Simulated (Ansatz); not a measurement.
# Is the response still linear at 0.4 V/Å? Al(111), 5 layers

The dipole of a slab grows in proportion to a weak field along its normal. Does the weak-field slope carry to a strong field?

**Method.** Ansatz 0.2.0, plane waves with PAW datasets (its set soft_2), r2SCAN; atoms held at bulk places, 18 Å of vacuum, dipole correction, cell area 7.10 Å², 24×24 k-points, smearing 0.1 eV. Without field the slab has no gap over 0.05 eV.

| run | field (V/Å) | dipole (e·Å) |
| --- | --- | --- |
| run 1 | −0.10 | −0.05032 |
| run 2 | −0.05 | −0.02516 |
| run 3 | 0.00 | 0.00000 |
| run 4 | 0.05 | 0.02516 |
| run 5 | 0.10 | 0.05032 |
| run 6 | 0.40 | ? |

**Question.** What value belongs in the row marked “?”, and how far can the other rows tell?

A least-squares line through the 5 rows shown has slope 0.503200 and intercept 0.000000; no row lies more than 0.00001 e·Å off it. A perfect conductor with that slope would be 180.95 × 0.50320 / 7.10 = 12.82 Å thick. At 0.40 it gives 0.503200 × 0.40 + 0.000000 = 0.20128 e·Å, beyond the rows fitted. Rounding and scatter of the rows alone allow about ±0.00002 e·Å there.

The run itself gives 0.20148 e·Å: a miss of +0.00020 e·Å. That is under 1 % of the induced dipole, so the response is still linear.

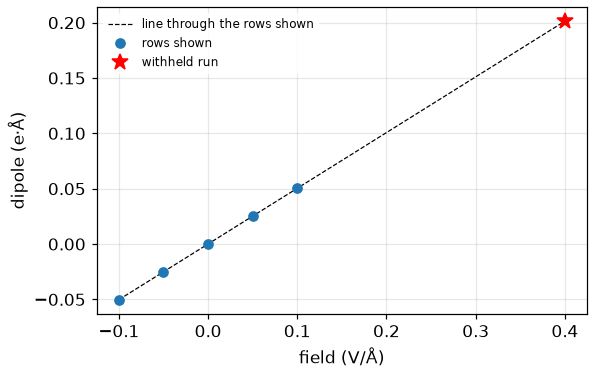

The fit and the withheld run.

Caveats: Ions are held, so this is the electronic response. Of the series that stay linear within 1 %, this collection keeps about one in seven, and it keeps all that bend. In the strongest field, at least, the program warns that the far vacuum lies low against the Fermi level, so charge may spill into it, by an amount that depends on the cell's height.
